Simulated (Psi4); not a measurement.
# B2O2 (diboron dioxide) at 3 levels

Aim: a comparison of 3 runs (SVWN5/3-21G, PBE0/def2-SVP, PBE0/def2-TZVP) of B2O2 (diboron dioxide). 

The results are computed with Psi4 1.11.

5 further runs of the same task are left out: 5 set aside as unsound or not needed.

## 1. The structure to begin with

B2O2: 4 atoms, total charge 0, spin state singlet. As SMILES, `O=BB=O`. The shape is that of a GFN2-xTB optimisation.

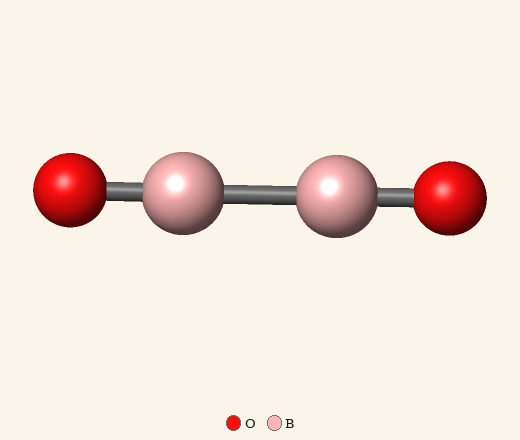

Viewed from a chosen angle; oxygen red, boron pink.

## 2. Energy and gradient at SVWN5/3-21G (run 1)

Input file input.dat:

```
memory 1600 mb

molecule {
  O     -0.733460     0.451810     1.802120
  B     -0.300580     0.189000     0.727450
  B      0.295060    -0.182970    -0.731290
  O      0.738970    -0.457840    -1.798280
  symmetry c1
  no_reorient
  no_com
}

set {
  basis 3-21G
  puream true
  e_convergence 1e-09
  d_convergence 1e-08
  scf_type pk
  dft_radial_points 99
  dft_spherical_points 590
}

result, w = gradient("scf", dft_functional={"name": "SVWN5", "x_functionals": {"LDA_X": {}}, "c_functionals": {"LDA_C_VWN": {}}}, return_wfn=True)
oeprop(w, "LOWDIN_CHARGES", "MAYER_INDICES", "DIPOLE")
```

The run is started by

```
$ psi4 input.dat output.dat -n 1
```

output.dat:

```text
[...]
  Running in c1 symmetry.
[...]
  Nuclear repulsion =   67.367912062511181
[...]
  Multiplicity = 1
[...]
  Nalpha       = 13
  Nbeta        = 13
[...]
    Number of basis functions: 36
[...]
   @RKS iter   1:  -197.35798254450316   -5.12272e-01   1.94691e-02 DIIS/ADIIS
[...]
   @RKS iter  10:  -197.53127254561178   -3.97904e-13   2.11932e-09 DIIS
[...]
    Orbital Energies [Eh]
    ---------------------
    Doubly Occupied:
       1A    -18.567323     2A    -18.567290     3A     -6.448356
       4A     -6.447543     5A     -0.954365     6A     -0.952981
       7A     -0.472920     8A     -0.391419     9A     -0.380111
      10A     -0.375984    11A     -0.375983    12A     -0.354169
      13A     -0.354168
[...]
  @RKS Final Energy:  -197.53127254561178
   => Energetics <=
    Nuclear Repulsion Energy =             67.3679120625111807
    One-Electron Energy =                -404.4401084600065133
    Two-Electron Energy =                 163.0846636749494678
    DFT Exchange-Correlation Energy =     -23.5437398230659447
    Empirical Dispersion Energy =           0.0000000000000000
    VV10 Nonlocal Energy =                  0.0000000000000000
    Total Energy =                       -197.5312725456117846
[...]
  -Total Gradient:
     Atom            X                  Y                   Z
    ------   -----------------  -----------------  -----------------
       1        0.031510934326    -0.019402012963    -0.077811148130
       2       -0.035008185160     0.021867055618     0.086535111962
       3        0.035573112191    -0.022438124373    -0.086446711967
       4       -0.032076620424     0.019973900098     0.077722282924
[...]
 Multipole Moments:
 ------------------------------------------------------------------------------------
     Multipole            Electronic (a.u.)      Nuclear  (a.u.)        Total (a.u.)
 ------------------------------------------------------------------------------------
 L = 1.  Multiply by 2.5417464519 to convert [e a0] to [Debye]
 Dipole X            :         -0.0372080            0.0311427           -0.0060653
 Dipole Y            :          0.0408196           -0.0341851            0.0066345
 Dipole Z            :         -0.0260123            0.0217696           -0.0042427
 Magnitude           :                                                    0.0099400
[...]
```

It took 3.9 s on 1 thread of Intel Xeon Platinum 8375C at 2.90GHz (Ice Lake), shared host; peak memory 0.25 GiB.

## 3. Energy and forces at PBE0/def2-SVP (run 2)

Input file b2o2.json:

```json
{
  "schema_name": "qcschema_input",
  "schema_version": 1,
  "molecule": {
    "schema_name": "qcschema_molecule",
    "schema_version": 2,
    "symbols": ["O", "B", "B", "O"],
    "geometry": [-1.38603852, 0.85379716, 3.40551324, -0.56801388, 0.35715824, 1.37468127, 0.55758259, -0.34576319, -1.38193782, 1.39645091, -0.86519221, -3.3982567],
    "molecular_charge": 0,
    "molecular_multiplicity": 1,
    "fix_symmetry": "c1",
    "fix_com": true,
    "fix_orientation": true
  },
  "driver": "gradient",
  "model": {
    "method": "pbe0",
    "basis": "def2-SVP"
  },
  "keywords": {
    "puream": true,
    "e_convergence": 1e-09,
    "d_convergence": 1e-08,
    "scf_type": "pk",
    "dft_radial_points": 99,
    "dft_spherical_points": 590,
    "scf_properties": ["WIBERG_LOWDIN_INDICES", "LOWDIN_CHARGES", "MAYER_INDICES"]
  }
}
```

The run is started by

```
$ psi4 --qcschema b2o2.json -n 1 --memory 1600MB
```

stdout:

```text
[...]
  Running in c1 symmetry.
[...]
  Nuclear repulsion =   67.367912126486289
[...]
  Multiplicity = 1
[...]
  Nalpha       = 13
  Nbeta        = 13
[...]
    Number of basis functions: 56
[...]
   @RKS iter   1:  -199.58248579703579   -6.96860e-01   1.48313e-02 ADIIS/DIIS
[...]
   @RKS iter  10:  -199.85090414621521   -6.53699e-13   4.87972e-09 DIIS
[...]
    Orbital Energies [Eh]
    ---------------------
    Doubly Occupied:
       1A    -19.252188     2A    -19.252100     3A     -6.860196
       4A     -6.859761     5A     -1.041213     6A     -1.040606
       7A     -0.548536     8A     -0.470300     9A     -0.459206
      10A     -0.425904    11A     -0.425903    12A     -0.403870
      13A     -0.403869
[...]
  @RKS Final Energy:  -199.85090414621521
   => Energetics <=
    Nuclear Repulsion Energy =             67.3679121264862886
    One-Electron Energy =                -405.9858441097012474
    Two-Electron Energy =                 157.7539655466732427
    DFT Exchange-Correlation Energy =     -18.9869377096735406
    Empirical Dispersion Energy =           0.0000000000000000
    VV10 Nonlocal Energy =                  0.0000000000000000
    Total Energy =                       -199.8509041462152140
[...]
 Multipole Moments:
 ------------------------------------------------------------------------------------
     Multipole            Electronic (a.u.)      Nuclear  (a.u.)        Total (a.u.)
 ------------------------------------------------------------------------------------
 L = 1.  Multiply by 2.5417464519 to convert [e a0] to [Debye]
 Dipole X            :         -0.0396662            0.0311427           -0.0085236
 Dipole Y            :          0.0435168           -0.0341851            0.0093316
 Dipole Z            :         -0.0277848            0.0217696           -0.0060152
 Magnitude           :                                                    0.0139969
[...]
  -Total Gradient:
     Atom            X                  Y                   Z
    ------   -----------------  -----------------  -----------------
       1        0.007921475532    -0.005019766556    -0.019363584334
       2       -0.002130385048     0.001625908375     0.005307500970
       3        0.002175354869    -0.001631969276    -0.005558156352
       4       -0.007966776567     0.005026180388     0.019614069751
[...]
```

The result, in JSON:

```text
{
 "driver": "gradient",
 "model": {
  "method": "pbe0",
  "basis": "def2-SVP"
 },
 "success": true,
 "return_result": [0.007921475532207789, -0.005019766556115926, -0.019363584333928097, -0.002130385048241118, 0.0016259083754394804, 0.005307500969933654, 0.0021753548691417768, -0.0016319692763657745, -0.005558156351587351, -0.00796677656742592, 0.005026180388105747, 0.019614069750522378],
 "properties": {
  "calcinfo_nbasis": 56,
  "calcinfo_nmo": 56,
  "calcinfo_nalpha": 13,
  "calcinfo_nbeta": 13,
  "calcinfo_natom": 4,
  "nuclear_repulsion_energy": 67.36791212648629,
  "return_energy": -199.8509041462152,
  "return_gradient": [0.007921475532207789, -0.005019766556115926, -0.019363584333928097, -0.002130385048241118, 0.0016259083754394804, 0.005307500969933654, 0.0021753548691417768, -0.0016319692763657745, -0.005558156351587351, -0.00796677656742592, 0.005026180388105747, 0.019614069750522378],
  "scf_one_electron_energy": -405.98584410970125,
  "scf_two_electron_energy": 157.75396554667324,
  "scf_xc_energy": -18.98693770967354,
  "scf_dipole_moment": [-0.008523557014452232, 0.009331608331365038, -0.006015180228876149],
  "scf_total_energy": -199.8509041462152,
  "scf_total_gradient": [0.007921475532207789, -0.005019766556115926, -0.019363584333928097, -0.002130385048241118, 0.0016259083754394804, 0.005307500969933654, 0.0021753548691417768, -0.0016319692763657745, -0.005558156351587351, -0.00796677656742592, 0.005026180388105747, 0.019614069750522378],
  "scf_iterations": 10
 }
}
```

Run time: 7.8 s. Hardware: 1 thread of Intel Xeon Platinum 8375C at 2.90GHz (Ice Lake), shared host; peak memory 0.53 GiB.

## 4. Energy and gradient at PBE0/def2-TZVP (run 3)

Input file b2o2.in:

```
memory 1600 MB

molecule {
  0 1
  O     -0.733460     0.451810     1.802120
  B     -0.300580     0.189000     0.727450
  B      0.295060    -0.182970    -0.731290
  O      0.738970    -0.457840    -1.798280
  symmetry c1
}

set basis def2-TZVP
set puream true
set e_convergence 1e-09
set d_convergence 1e-08
set scf_type pk
set dft_radial_points 99
set dft_spherical_points 590

gradient("pbe0")
print_variables()
```

The run is started by

```
$ psi4 -n 1 b2o2.in b2o2.out
```

b2o2.out:

```text
[...]
  Running in c1 symmetry.
[...]
  Nuclear repulsion =   67.367912062511181
[...]
  Multiplicity = 1
[...]
  Nalpha       = 13
  Nbeta        = 13
[...]
    Number of basis functions: 124
[...]
   @RKS iter   1:  -199.77106492116317   -7.63419e-01   7.54814e-03 ADIIS/DIIS
[...]
   @RKS iter  10:  -200.07940594648753   -1.03455e-11   7.14642e-09 DIIS
[...]
    Orbital Energies [Eh]
    ---------------------
    Doubly Occupied:
       1A    -19.247285     2A    -19.247277     3A     -6.849360
       4A     -6.848715     5A     -1.056545     6A     -1.055874
       7A     -0.555804     8A     -0.473516     9A     -0.460418
      10A     -0.427705    11A     -0.427705    12A     -0.405334
      13A     -0.405334
[...]
  @RKS Final Energy:  -200.07940594648753
   => Energetics <=
    Nuclear Repulsion Energy =             67.3679120625111807
    One-Electron Energy =                -406.3840469414153631
    Two-Electron Energy =                 157.9569730754263617
    DFT Exchange-Correlation Energy =     -19.0202441430097409
    Empirical Dispersion Energy =           0.0000000000000000
    VV10 Nonlocal Energy =                  0.0000000000000000
    Total Energy =                       -200.0794059464875261
[...]
 Multipole Moments:
 ------------------------------------------------------------------------------------
     Multipole            Electronic (a.u.)      Nuclear  (a.u.)        Total (a.u.)
 ------------------------------------------------------------------------------------
 L = 1.  Multiply by 2.5417464519 to convert [e a0] to [Debye]
 Dipole X            :         -0.0155114            0.0062520           -0.0092594
 Dipole Y            :          0.0169700           -0.0068359            0.0101342
 Dipole Z            :         -0.0108678            0.0043532           -0.0065146
 Magnitude           :                                                    0.0151947
[...]
  -Total Gradient:
     Atom            X                  Y                   Z
    ------   -----------------  -----------------  -----------------
       1        0.005990027305    -0.003838640180    -0.014576166063
       2       -0.002363505254     0.001786529458     0.005815623780
       3        0.002363063286    -0.001744637243    -0.006086798578
       4       -0.005989818522     0.003796997555     0.014847213346
[...]
```

It took 26 s on 1 thread of Intel Xeon Platinum 8375C at 2.90GHz (Ice Lake), shared host; peak memory 0.77 GiB.

## 5. The series

```
run           level               properties  energy (Eh)  dipole moment (D)  HOMO energy (eV)  LUMO energy (eV)  wall time
  1     SVWN5/3-21G  (lowdin, mayer, dipole)  -197.531273               0.03             -9.64             -2.90      3.9 s
  2   PBE0/def2-SVP  (wiberg, lowdin, mayer)  -199.850904               0.04            -10.99             -2.21      7.8 s
  3  PBE0/def2-TZVP                        –  -200.079406               0.04            -11.03             -2.40       26 s
```

## 6. What came out

| quantity | value |
| --- | --- |
| run 3: total energy | -200.07941 Eh |
| run 3: dipole moment | 0.04 D |
| run 3: HOMO energy | -11.03 eV |
| run 3: LUMO energy | -2.40 eV |
| run 3: HOMO–LUMO gap | 8.63 eV |
| run 3: largest force on an atom | 0.846 eV/Å |

In words: The HOMO–LUMO gap runs from 6.74 eV (SVWN5/3-21G) to 8.78 eV (PBE0/def2-SVP). The two ends differ in method and basis. Totals of different functionals can't be ranked against each other. All runs together took 38 s, the longest 26 s.
